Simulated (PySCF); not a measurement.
# C3H12BOPSi2: geometry, NMR shifts and electronic excitations

Wanted: the NMR shifts and electronic excitations of C3H12BOPSi2 (`COBP1[SiH2]CC[SiH2]1`), by calculation.

Programs: PySCF 2.14.0, with density-fitted response routines of our own. Each step states its level of theory. These are calculated values for one molecule in the gas phase, unless marked as measured. Atoms count from 0, in the outputs and in this text.

### Step 1. The molecule as given

20 atoms, charge 0, multiplicity 1; geometry from: GFN2-xTB.

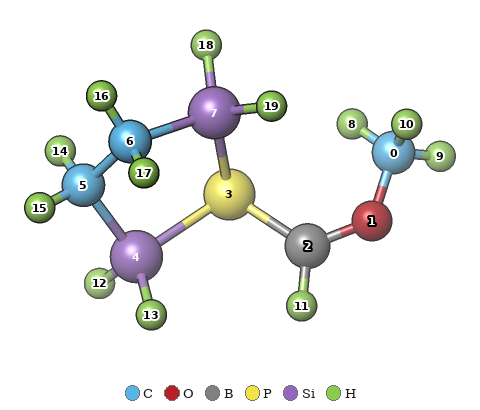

As it starts; carbon blue, oxygen red, boron grey, phosphorus yellow, silicon purple, hydrogen green, atoms numbered.

### Step 2. Geometry optimisation at PBE0-D3(BJ)/def2-SVP

What the job is given:

```
{"job": {"xc": "PBE0", "basis": "def2-SVP", "d3": "d3bj", "grid": 1, "kind": "geom"}, "charge": 0, "multiplicity": 1}
C      3.286665    -0.120980    -0.882417
O      2.870098     0.843927     0.050349
B      1.789127     0.775698     0.811769
P      0.556957    -0.660831     0.807354
Si    -1.253613     0.151239     1.821833
C     -2.595068    -0.281692     0.525935
C     -2.136888     0.087797    -0.884777
Si    -0.359067    -0.540068    -1.225944
H      2.703206    -1.043251    -0.789377
H      4.342875    -0.332280    -0.702028
H      3.167444     0.279532    -1.891800
H      1.665494     1.659765     1.575256
H     -1.466464    -0.566326     3.081060
H     -1.239899     1.598601     2.078591
H     -2.780956    -1.356773     0.571587
H     -3.541635     0.208432     0.757870
H     -2.830681    -0.311674    -1.626224
H     -2.160165     1.175277    -0.993202
H     -0.341796    -1.897512    -1.787667
H      0.308919     0.363159    -2.175146
```

Standard output:

```text
step   0  E = -1140.95306075  max force = 0.015368
step   1  E = -1140.95767306  max force = 0.002791
step   2  E = -1140.95788649  max force = 0.002024
step   3  E = -1140.95784137  max force = 0.003289
step   4  E = -1140.95801086  max force = 0.001138
step   5  E = -1140.95803903  max force = 0.000545
step   6  E = -1140.95809441  max force = 0.000821
step   7  E = -1140.95813379  max force = 0.001010
step   8  E = -1140.95818463  max force = 0.000772
step   9  E = -1140.95821139  max force = 0.000273
step  10  E = -1140.95822296  max force = 0.000281
optimisation converged
```

It took 5.3 min on 1 thread, shared host.

Step by step: (the energy doesn't fall at every step)

| step | energy from step 0 (eV) | largest force component (eV/Å) |
| --- | --- | --- |
| 0 | 0.0000 | 0.7903 |
| 1 | -0.1255 | 0.1435 |
| 2 | -0.1313 | 0.1041 |
| 3 | -0.1301 | 0.1691 |
| 4 | -0.1347 | 0.0585 |
| 5 | -0.1355 | 0.0280 |
| 6 | -0.1370 | 0.0422 |
| 7 | -0.1380 | 0.0519 |
| 8 | -0.1394 | 0.0397 |
| 9 | -0.1402 | 0.0140 |
| 10 | -0.1405 | 0.0144 |

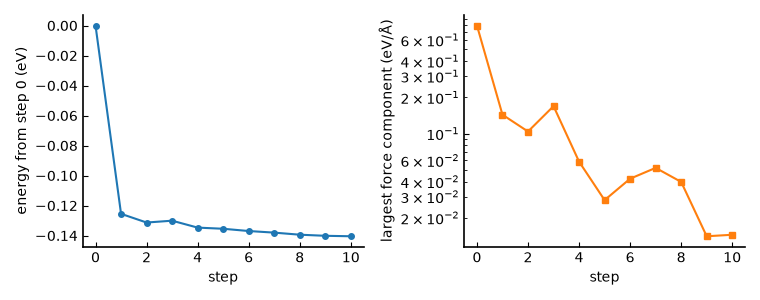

Energy and largest force along the relaxation.

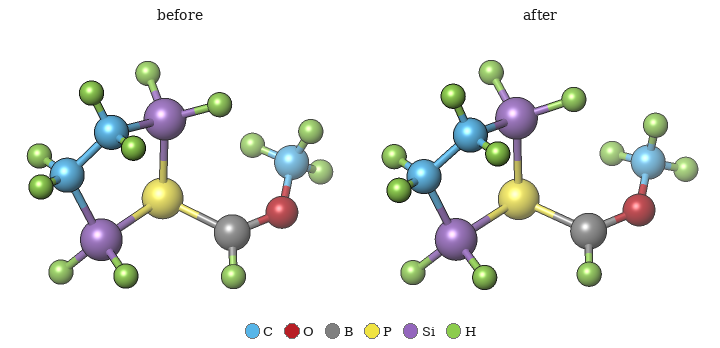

The geometry before (left) and after (right).

Distances of close pairs at the start and the end, largest changes first:

| bond | before (Å) | after (Å) | change (Å) |
| --- | --- | --- | --- |
| B2–P3 | 1.893 | 1.933 | +0.040 |
| B2–H11 | 1.175 | 1.210 | +0.036 |
| P3–Si4 | 2.229 | 2.262 | +0.033 |
| P3–Si7 | 2.233 | 2.266 | +0.033 |
| Si4–H12 | 1.465 | 1.494 | +0.029 |
| Si7–H18 | 1.469 | 1.496 | +0.027 |
| Si4–H13 | 1.470 | 1.497 | +0.027 |
| Si7–H19 | 1.471 | 1.496 | +0.025 |

The next job starts from the end point, and lists it.

| at the end point | value |
| --- | --- |
| point group (found at 0.08 Å tolerance) | C1 |
| rotational constants (GHz, main isotopes) | 1.971, 0.810, 0.654 |
| dipole moment (D) | 1.86 |

### Step 3. Nuclear shieldings: PBE0/pcSseg-1

What the job is given:

```
{"job": {"kind": "nmr", "xc": "PBE0", "basis": "pcSseg-1"}, "charge": 0, "multiplicity": 1}
C      3.034354    -0.226557    -0.896742
O      2.576882     0.784042    -0.034556
B      1.493229     0.705167     0.755028
P      0.384672    -0.874283     0.862180
Si    -1.478002    -0.059465     1.853430
C     -2.820015    -0.388657     0.553036
C     -2.300815    -0.003241    -0.837664
Si    -0.622524    -0.824547    -1.167088
H      2.686292    -1.224080    -0.577777
H      4.133691    -0.212572    -0.896121
H      2.682696    -0.038357    -1.922832
H      1.290380     1.657448     1.473933
H     -1.770236    -0.758554     3.140922
H     -1.348083     1.405977     2.129290
H     -3.066235    -1.464537     0.591573
H     -3.747276     0.150673     0.810635
H     -3.018008    -0.265037    -1.634252
H     -2.146007     1.088263    -0.900953
H     -0.799161    -2.220509    -1.675975
H      0.177282    -0.068718    -2.180330
```

With the program's defaults for keys left out, this is: GIAO PBE0/pcSseg-1 NMR shielding, non-relativistic, gas phase.

Standard output:

```text
coarse grid: 17744 points
cycle   1  E = -1141.1886597187  dE =  6.010e-01  |g| = 6.116e-01  |ddm| = 3.956e+00
cycle   2  E = -1141.0854073578  dE =  1.033e-01  |g| = 9.555e-01  |ddm| = 1.262e+00
cycle   3  E = -1141.2638209010  dE = -1.784e-01  |g| = 1.139e-01  |ddm| = 8.510e-01
cycle   4  E = -1141.2662003589  dE = -2.379e-03  |g| = 4.406e-02  |ddm| = 1.417e-01
cycle   5  E = -1141.2666810677  dE = -4.807e-04  |g| = 7.994e-03  |ddm| = 4.922e-02
cycle   6  E = -1141.2666940926  dE = -1.302e-05  |g| = 3.898e-03  |ddm| = 1.406e-02
cycle   7  E = -1141.2666986742  dE = -4.582e-06  |g| = 3.350e-04  |ddm| = 5.935e-03
final grid: 156288 points
cycle   8  E = -1141.3220922669  dE = -2.923e-05  |g| = 1.035e-02  |ddm| = 2.625e-02
cycle   9  E = -1141.3220689110  dE =  2.336e-05  |g| = 1.507e-02  |ddm| = 1.786e-02
cycle  10  E = -1141.3221144225  dE = -4.551e-05  |g| = 1.452e-03  |ddm| = 1.122e-02
cycle  11  E = -1141.3221148839  dE = -4.614e-07  |g| = 2.788e-04  |ddm| = 1.536e-03
cycle  12  E = -1141.3221149008  dE = -1.693e-08  |g| = 9.190e-05  |ddm| = 4.277e-04
cycle  13  E = -1141.3221149031  dE = -2.254e-09  |g| = 2.823e-05  |ddm| = 1.310e-04
cycle  14  E = -1141.3221149033  dE = -1.894e-10  |g| = 5.366e-06  |ddm| = 3.526e-05
converged SCF energy = -1141.3221149033

GIAO shielding tensors (ppm)
atom      isotropic    diamagn.    paramagn.     s11        s22        s33       span
  0 C      125.571     247.131    -121.559    100.830    103.340    172.544     71.714
  1 O      122.354     391.060    -268.706   -129.429    138.780    357.711    487.140
  2 B       45.530     197.642    -152.111     -3.888     53.038     87.440     91.329
  3 P      617.212     973.163    -355.952    560.536    585.000    706.099    145.563
  4 Si     366.793     880.842    -514.049    303.117    373.282    423.979    120.862
  5 C      174.291     253.635     -79.344    160.142    171.674    191.058     30.916
  6 C      173.012     255.299     -82.287    162.983    169.333    186.720     23.736
  7 Si     381.056     882.092    -501.037    306.894    387.679    448.594    141.700
  8 H       27.183      30.669      -3.486     23.208     27.355     30.985      7.777
  9 H       27.247      26.558       0.689     23.328     25.445     32.968      9.640
 10 H       27.378      30.152      -2.773     23.547     26.535     32.053      8.506
 11 H       25.323      30.375      -5.052     22.367     22.876     30.726      8.359
 12 H       26.591      29.135      -2.544     22.606     24.165     33.002     10.396
 13 H       26.710      29.676      -2.966     23.391     24.184     32.555      9.164
 14 H       30.655      30.385       0.270     26.302     27.636     38.027     11.725
 15 H       29.841      28.409       1.431     24.048     27.025     38.448     14.400
 16 H       29.910      29.694       0.216     23.984     27.341     38.404     14.420
 17 H       30.867      32.769      -1.902     26.548     28.171     37.882     11.334
 18 H       26.956      30.378      -3.421     22.604     24.803     33.462     10.858
 19 H       26.529      31.540      -5.011     21.905     26.077     31.605      9.700
```

Wall time 74 s (1 thread, shared host).

Shifts follow as δ = σ(reference) − σ, with reference shieldings (ppm) from runs at the same level and on the same kind of geometry: ¹H TMS 31.27, ¹³C TMS 184.4, ²⁹Si TMS 352.0, ¹⁷O H2O 334.6, ³¹P H3PO4 310.1, ¹¹B BF3·OEt2 100.7. The references are single molecules in the gas phase, so shifts against H2O, NH3, PH3, H3PO4 or CFCl3 are not on the usual liquid scales and can be off by tens of ppm. Atoms listed in one row are averaged.

| atoms | environment | σ (ppm) | δ (ppm) | δ scaled to CDCl3 |
| --- | --- | --- | --- | --- |
| C0 | methyl carbon bonded to O | 125.6 | 58.8 | 56.6 |
| C5, C6 | sp3 CH2 bonded to Si | 173.7 | 10.8 | 9.9 |
| H11 | hydrogen on a boron bonded to O, P | 25.32 | 5.94 | – |
| H12, H13, H18, H19 | hydrogen on a silicon bonded to C, P, in a 5-membered ring | 26.70 | 4.57 | – |
| H8, H9, H10 | hydrogen on a methyl carbon bonded to O | 27.27 | 4.00 | 4.00 |
| H14, H15, H16, H17 | hydrogen on an sp3 CH2 bonded to Si | 30.32 | 0.95 | 1.12 |
| O1 | oxygen bonded to C, B | 122.4 | 212.2 | – |
| B2 | boron bonded to O, P, H | 45.5 | 55.2 | – |
| P3 | phosphorus bonded to B, 2 Si, in a 5-membered ring | 617.2 | -307.1 | – |
| Si4, Si7 | silicon bonded to C, P, 2 H, in a 5-membered ring | 373.9 | -21.9 | – |

The scaled column applies a straight-line fit of computed shieldings to shifts measured in CDCl3 (root-mean-square error 0.21 ppm for H, 2.0 ppm for C).

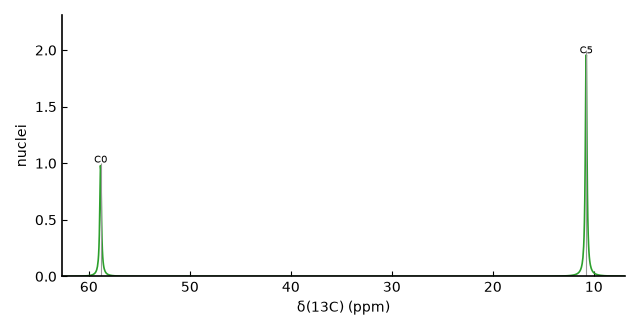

¹³C lines at the computed shifts, without couplings. Lines are broadened to a width of 0.19 ppm (Lorentzian).

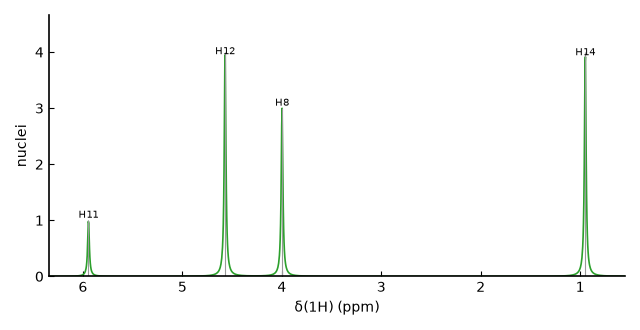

¹H lines at the computed shifts, without couplings. Lines are broadened to a width of 0.02 ppm (Lorentzian).

The run also stored atomic charges by several schemes (e):

| atoms | Mulliken | IAO | Hirshfeld | ESP fit |
| --- | --- | --- | --- | --- |
| C0 | -0.06 | -0.20 | -0.03 | 0.07 |
| O1 | -0.46 | -0.34 | -0.15 | -0.44 |
| B2 | 0.28 | 0.07 | 0.12 | 0.56 |
| P3 | -0.57 | -0.23 | -0.12 | -0.52 |
| Si4, Si7 | 0.51 | 0.58 | 0.28 | 0.43 |
| C5, C6 | -0.53 | -0.52 | -0.15 | -0.22 |

Mulliken charges:

C0 -0.06; O1 -0.46; B2 0.28; P3 -0.57; Si4 0.53; C5 -0.54; C6 -0.52; Si7 0.49; H8 0.13; H9 0.13; H10 0.13; H11 0.04; H12 -0.06; H13 -0.05; H14 0.16; H15 0.16; H16 0.16; H17 0.16; H18 -0.04; H19 -0.07

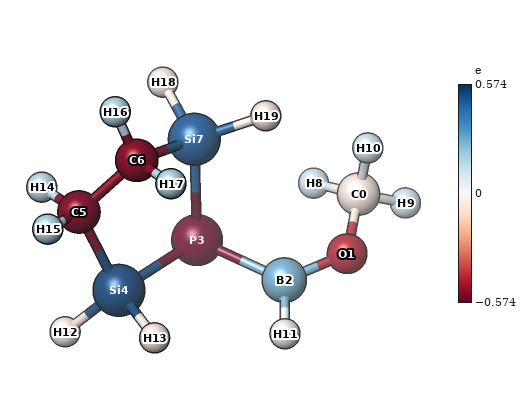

Mulliken charges, as colours on the atoms.

Mayer bond orders: C0–O1 0.89, O1–B2 1.26, B2–P3 0.96, P3–Si4 0.91, Si4–C5 0.91, C5–C6 1.03, C6–Si7 0.91, Si7–P3 0.91.

### Step 4. TDDFT and polarisability: PBE0/def2-SVPD

Same as in step 3 but for these lines:

```diff
@@ -1,2 +1,2 @@
-{"job": {"kind": "nmr", "xc": "PBE0", "basis": "pcSseg-1"}, "charge": 0, "multiplicity": 1}
+{"job": {"kind": "uv", "xc": "PBE0", "basis": "def2-SVPD", "ip": true}, "charge": 0, "multiplicity": 1}
 C      3.034354    -0.226557    -0.896742
```

Level: TDDFT PBE0/def2-SVPD, vertical, gas phase, core orbitals frozen in the response.

Standard output:

```text
coarse grid: 17744 points
cycle   1  E = -1140.7364361465  dE =  5.428e-01  |g| = 5.788e-01  |ddm| = 5.683e+00
cycle   2  E = -1140.6365528825  dE =  9.988e-02  |g| = 9.159e-01  |ddm| = 1.553e+00
cycle   3  E = -1140.8080773758  dE = -1.715e-01  |g| = 1.041e-01  |ddm| = 8.400e-01
cycle   4  E = -1140.8101157448  dE = -2.038e-03  |g| = 4.335e-02  |ddm| = 1.933e-01
cycle   5  E = -1140.8106223741  dE = -5.066e-04  |g| = 8.102e-03  |ddm| = 7.339e-02
cycle   6  E = -1140.8106375797  dE = -1.521e-05  |g| = 3.473e-03  |ddm| = 2.221e-02
cycle   7  E = -1140.8106417881  dE = -4.208e-06  |g| = 3.233e-04  |ddm| = 8.018e-03
final grid: 156288 points
cycle   8  E = -1140.9566219815  dE = -3.263e-05  |g| = 9.678e-03  |ddm| = 1.130e-01
cycle   9  E = -1140.9566004403  dE =  2.154e-05  |g| = 1.405e-02  |ddm| = 2.659e-02
cycle  10  E = -1140.9566429950  dE = -4.255e-05  |g| = 1.367e-03  |ddm| = 1.500e-02
cycle  11  E = -1140.9566434484  dE = -4.534e-07  |g| = 2.281e-04  |ddm| = 1.901e-03
cycle  12  E = -1140.9566434604  dE = -1.201e-08  |g| = 9.369e-05  |ddm| = 6.091e-04
cycle  13  E = -1140.9566434630  dE = -2.611e-09  |g| = 2.745e-05  |ddm| = 2.214e-04
cycle  14  E = -1140.9566434632  dE = -1.919e-10  |g| = 5.851e-06  |ddm| = 5.209e-05
converged SCF energy = -1140.9566434632

Static polarisability (au): isotropic 134.593, principal 109.494 136.132 158.154

Singlet excitations
state   eV       nm        f      main configurations
  1   4.8956    253.3   0.01941   H->L 0.94
  2   5.4328    228.2   0.00699   H->L+1 0.95
  3   5.9427    208.6   0.01266   H-1->L 0.60, H-2->L 0.27
  4   6.1820    200.6   0.01063   H-2->L 0.40, H->L+2 0.29, H-1->L 0.14
  5   6.2453    198.5   0.04040   H->L+3 0.45, H-2->L 0.22, H->L+2 0.14
  6   6.2728    197.7   0.04541   H->L+2 0.46, H->L+3 0.31
  7   6.5519    189.2   0.04363   H->L+4 0.70, H-1->L+1 0.12
  8   6.6931    185.2   0.01238   H-3->L 0.88
  9   6.7896    182.6   0.01018   H->L+5 0.69, H-1->L+1 0.14
 10   6.8663    180.6   0.06655   H-1->L+1 0.51, H->L+5 0.17, H->L+6 0.09

Triplet excitations (Tamm-Dancoff, eV): 4.2057 5.0760 5.4008 5.6162
Vertical ionisation energy (delta-SCF) = 8.4957 eV
```

It took 4.1 min on 1 thread, shared host.

The orbitals next to the gap, with their largest atomic shares:

| orbital | eV | atoms |
| --- | --- | --- |
| HOMO−3 | -8.52 | C6 18 %, C5 16 %, Si4 16 % |
| HOMO−2 | -8.26 | P3 31 %, Si4 20 %, C5 14 % |
| HOMO−1 | -8.10 | P3 32 %, Si7 17 %, B2 14 % |
| HOMO | -6.85 | P3 54 %, B2 12 %, Si4 8 % |
| LUMO | -0.78 | B2 29 %, P3 19 %, O1 13 % |
| LUMO+1 | -0.16 | P3 18 %, Si4 16 %, Si7 15 % |
| LUMO+2 | 0.46 | B2 24 %, Si7 11 %, Si4 9 % |

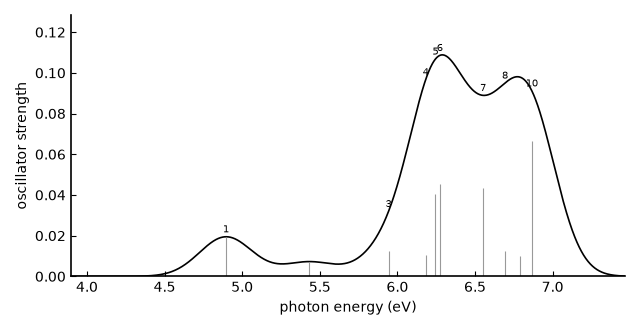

Absorption spectrum from the 10 singlet states computed; above the last one it falls off for lack of states. Lines are broadened to a width of 0.40 eV (Gaussian).

Further results of this job:

| property | computed |
| --- | --- |
| dipole moment (D) | 1.79 |
| polarisability (Å³) | 19.94 |
| HOMO–LUMO gap (eV) | 6.07 |
| −ε(HOMO) (eV) | 6.85 |

### Step 5. Nuclear shieldings: WP04/pcSseg-1

Same as in step 4 but for these lines:

```diff
@@ -1,2 +1,2 @@
-{"job": {"kind": "uv", "xc": "PBE0", "basis": "def2-SVPD", "ip": true}, "charge": 0, "multiplicity": 1}
+{"job": {"kind": "nmr", "xc": "WP04", "basis": "pcSseg-1", "pop": false}, "charge": 0, "multiplicity": 1}
 C      3.034354    -0.226557    -0.896742
```

With the program's defaults for keys left out, this is: GIAO WP04/pcSseg-1 NMR shielding, non-relativistic, gas phase.

Standard output:

```text
coarse grid: 17744 points
cycle   1  E = -1157.1543718845  dE =  4.909e-01  |g| = 1.016e+00  |ddm| = 4.062e+00
cycle   2  E = -1156.6442596197  dE =  5.101e-01  |g| = 1.836e+00  |ddm| = 2.343e+00
cycle   3  E = -1157.3408349921  dE = -6.966e-01  |g| = 2.843e-01  |ddm| = 1.782e+00
cycle   4  E = -1157.3557378167  dE = -1.490e-02  |g| = 1.058e-01  |ddm| = 3.346e-01
cycle   5  E = -1157.3585016791  dE = -2.764e-03  |g| = 2.534e-02  |ddm| = 1.197e-01
cycle   6  E = -1157.3586381459  dE = -1.365e-04  |g| = 1.021e-02  |ddm| = 3.953e-02
cycle   7  E = -1157.3586719277  dE = -3.378e-05  |g| = 1.297e-03  |ddm| = 1.621e-02
cycle   8  E = -1157.3586723477  dE = -4.200e-07  |g| = 4.063e-04  |ddm| = 2.007e-03
final grid: 156288 points
cycle   9  E = -1157.4322648268  dE = -5.095e-05  |g| = 8.782e-03  |ddm| = 2.964e-02
cycle  10  E = -1157.4322431047  dE =  2.172e-05  |g| = 1.319e-02  |ddm| = 1.691e-02
cycle  11  E = -1157.4322823280  dE = -3.922e-05  |g| = 1.605e-03  |ddm| = 1.069e-02
cycle  12  E = -1157.4322828495  dE = -5.215e-07  |g| = 3.875e-04  |ddm| = 1.590e-03
cycle  13  E = -1157.4322828768  dE = -2.722e-08  |g| = 1.365e-04  |ddm| = 4.472e-04
cycle  14  E = -1157.4322828812  dE = -4.478e-09  |g| = 4.261e-05  |ddm| = 1.771e-04
cycle  15  E = -1157.4322828817  dE = -4.347e-10  |g| = 7.197e-06  |ddm| = 4.585e-05
converged SCF energy = -1157.4322828817

GIAO shielding tensors (ppm)
atom      isotropic    diamagn.    paramagn.     s11        s22        s33       span
  0 C      112.572     247.200    -134.628     87.709     90.387    159.620     71.911
  1 O      129.422     393.893    -264.471    -93.553    146.603    335.217    428.770
  2 B       39.146     199.734    -160.588    -13.532     49.522     81.446     94.978
  3 P      569.247     978.266    -409.019    523.897    537.599    646.244    122.347
  4 Si     347.664     883.999    -536.335    289.664    351.522    401.806    112.142
  5 C      160.682     254.780     -94.098    147.594    159.179    175.272     27.679
  6 C      159.461     257.160     -97.699    149.508    157.792    171.082     21.574
  7 Si     358.839     885.927    -527.088    290.917    365.854    419.745    128.828
  8 H       27.682      32.008      -4.326     23.818     27.939     31.288      7.470
  9 H       27.779      26.181       1.598     24.117     26.044     33.175      9.058
 10 H       27.837      31.243      -3.406     24.238     27.036     32.237      7.999
 11 H       26.217      32.093      -5.876     23.428     23.953     31.271      7.843
 12 H       27.597      29.819      -2.222     23.891     25.253     33.649      9.758
 13 H       27.642      31.571      -3.929     24.542     25.250     33.135      8.592
 14 H       31.066      30.580       0.486     27.250     28.213     37.734     10.484
 15 H       30.305      27.802       2.503     25.174     27.689     38.052     12.878
 16 H       30.348      29.412       0.937     25.083     27.953     38.010     12.926
 17 H       31.200      34.688      -3.488     27.432     28.669     37.497     10.065
 18 H       27.890      31.708      -3.819     23.876     25.841     33.952     10.076
 19 H       27.526      33.832      -6.306     23.199     27.018     32.361      9.162
```

It took 64 s on 1 thread, shared host.

In short: δ C0 59.9, C5 12.4, O1 188.1, B2 56.6, H11 5.35, H12 3.90 ppm (means over like atoms).

### Step 6. Comparing the runs: NMR shifts

Shifts (ppm) of some atoms, chosen among heavy atoms and hydrogens apart, means over like atoms, with basis size and wall time:

| run | C5 | H11 | H12 | O1 | B2 | P3 | Si4 | functions | time |
| --- | --- | --- | --- | --- | --- | --- | --- | --- | --- |
| PBE0/pcSseg-1 | 10.8 | 5.94 | 4.57 | 212.2 | 55.2 | -307.1 | -21.9 | 217 | 74 s |
| WP04/pcSseg-1 | 12.4 | 5.35 | 3.90 | 188.1 | 56.6 | -270.0 | -14.6 | 217 | 64 s |

### Step 7. Summary of results

```
                                                                quantity                         value
                                                             point group                            C1
                                    rotational constants (main isotopes)          1.97, 0.81, 0.65 GHz
 ¹³C shifts against TMS (PBE0/pcSseg-1, means over atoms taken as alike)                58.8, 10.8 ppm
  ¹H shifts against TMS (PBE0/pcSseg-1, means over atoms taken as alike)    5.94, 4.57, 4.00, 0.95 ppm
                                  ¹⁷O shifts against H2O (PBE0/pcSseg-1)                     212.2 ppm
                             ¹¹B shifts against BF3·OEt2 (PBE0/pcSseg-1)                      55.2 ppm
                                ³¹P shifts against H3PO4 (PBE0/pcSseg-1)                    -307.1 ppm
²⁹Si shifts against TMS (PBE0/pcSseg-1, means over atoms taken as alike)                     -21.9 ppm
                                         lowest singlet (PBE0/def2-SVPD)   4.90 eV (253 nm), f = 0.019
                                brightest single state of those computed  state 10, 6.87 eV, f = 0.067
                                                          lowest triplet                       4.21 eV
                                       vertical ionisation energy (ΔSCF)                       8.50 eV
                                                range of the shift of P3          -307.1 to -270.0 ppm
```

**Reading.** Relaxing lowered the energy by 0.140 eV in 10 steps; the close pair that moved most is B2–P3, from 1.893 to 1.933 Å. No frequency check was run at this level, so the end point may be a saddle. C0 (methyl carbon bonded to O) lies farthest downfield among carbon, at 58.8 ppm; deshielded by the electronegative neighbour. At PBE0/pcSseg-1: The largest span, 487 ppm, is at O1, where the paramagnetic term is -269 ppm. The first singlet state (HOMO→LUMO 0.94) lies at 4.90 eV and is weak; of the 10 states computed, the strongest absorption comes from states 5 to 6 together at 6.27 eV (the last state computed is bright too, and its partners may lie past the list). The lowest triplet lies 0.69 eV below the lowest singlet (triplets in Tamm-Dancoff, singlets in full TDDFT). The orbital energy would give 6.85 eV for ionisation, ΔSCF gives 8.50 eV. In ppm, P3 moves most: its shift spreads over 37.1 ppm, from -307.1 (PBE0/pcSseg-1) to -270.0 (WP04/pcSseg-1).
